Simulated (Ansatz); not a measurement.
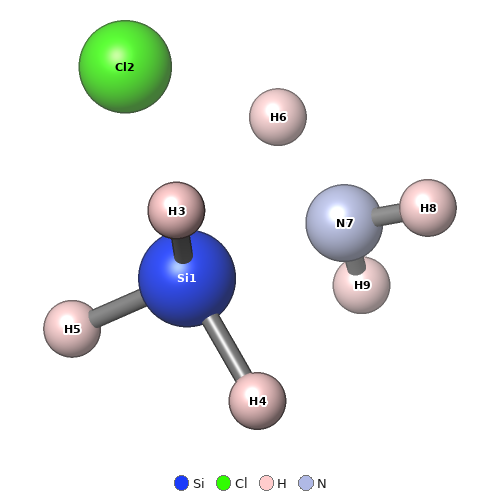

The system is the reacting system ClH6NSi (fragments ClH₃Si + H₃N where the first distance is long, H₅NSi + ClH where the second is long); the picture shows the reference structure. Coordinates scanned: (1) distance Si1–N7 (bond that forms); (2) distance Si1–Cl2 (bond that breaks). Relaxed at each point: all other coordinates. Grid: 9 × 9 points. Points are written as (first, second). Energies: kJ/mol, counted from a guessed transition structure relaxed with its forming and breaking bonds held. Energies and slopes of some neighbouring points disagree (a jump in structure or state, or too coarse a mesh). The reference is spin-restricted, so regions where a bond is pulled apart into radicals lie too high. All numbers below come from Ansatz, RKS r2SCAN-D4/def2-SVP.

Its coordinates:

```xyz
9

Si   -0.9098    0.0378   -0.3736
Cl    0.8701   -1.1417   -1.6619
H    -0.9936    0.9296   -1.5572
H    -1.6830    0.8173    0.6720
H    -1.5813   -1.2855   -0.3409
H     1.4840   -0.4885   -0.1542
N     0.8539    0.2069    0.7935
H     1.1730    1.1706    0.9148
H     0.7868   -0.2465    1.7074
```

Range: distance Si1–N7 (bond that forms) from 1.638 to 3.138 Å; distance Si1–Cl2 (bond that breaks) from 1.917 to 3.417 Å.

What will the energy surface look like?

The lowest grid point is at (2.907 Å, 2.028 Å), −127 kJ/mol from a guessed transition structure relaxed with its forming and breaking bonds held. The energy also falls towards the edge at (1.749 Å, 3.417 Å) (30 kJ/mol above the lowest), where a further well may lie outside the range. The highest grid point, (3.138 Å, 3.417 Å), lies 281 kJ/mol above the lowest.

```
second ↓, first →  1.638  1.749  1.903  2.078  2.269  2.472  2.685  2.907  3.138
            3.417    −73    −96    −84    −41     13     66    108    136    154
            3.186    −66    −90    −79    −42      4     49     85    104    117
            2.964    −50    −76    −71    −45     −8     27     45     59     69
            2.751    −24    −55    −67    −52    −24    −13     −1      9     16
            2.548      7    −45    −68    −62    −44    −57    −50    −44    −39
            2.357     19    −39    −69    −71    −61    −98    −95    −92    −89
            2.182     37    −25    −61    −69   −121   −124   −125   −124   −122
            2.028     57    −19    −74   −103   −116   −123   −126   −127   −126
            1.917    101     23    −35    −67    −84    −92    −98    −99    −99
```

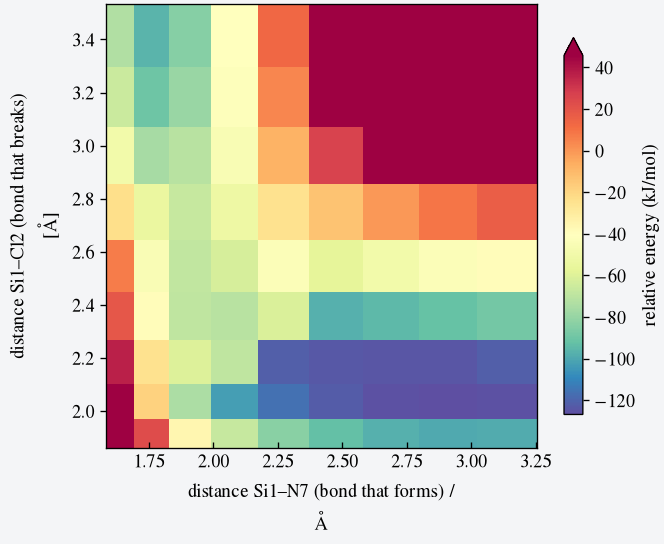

The picture shows one coloured cell a grid point, one colour for all values above the top of the scale.

Each point was launched as `ansatz run input.yaml --threads 1 --pin off --max-ram 2560MiB --backend cpu --events-out ev --progress --plain --runs-dir out`. Time for the 81 points that were run: 28 min on 1 thread of Arm Neoverse V1 (shared host).
